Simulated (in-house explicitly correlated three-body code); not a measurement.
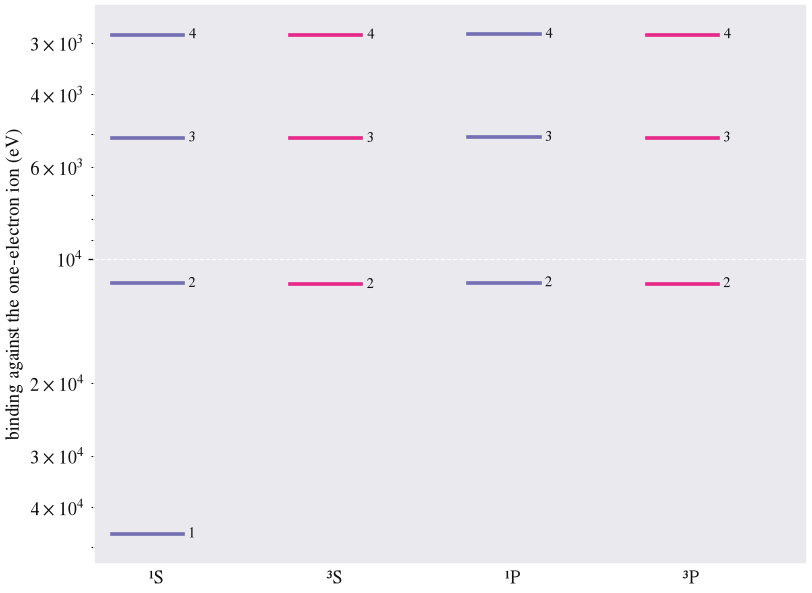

Two electrons around a point charge Z = 59 (Pr⁵⁷⁺). Computed variationally in 260 exponentially correlated functions with an in-house code, non-relativistic, converged to about 10⁻⁸ of the energy. The plot shows the bound S and P states that converged, by term and principal number n, on a logarithmic scale of binding.

Q: Describe the level scheme.

A: The ground state is bound by 46.36 keV. The n = 2 states drawn run, from the deepest, 2 ³S (11.54 keV), 2 ³P (11.48 keV), 2 ¹S (11.47 keV), 2 ¹P (11.43 keV). Exchange puts 2 ³S below 2 ¹S by 68.7 eV and 2 ³P below 2 ¹P by 52.5 eV. Quantum defects n − (Z − 1)/√(2 E(binding)): 2 ³S 0.008, 2 ³P 0.003, 2 ¹S 0.003, 2 ¹P −0.001.
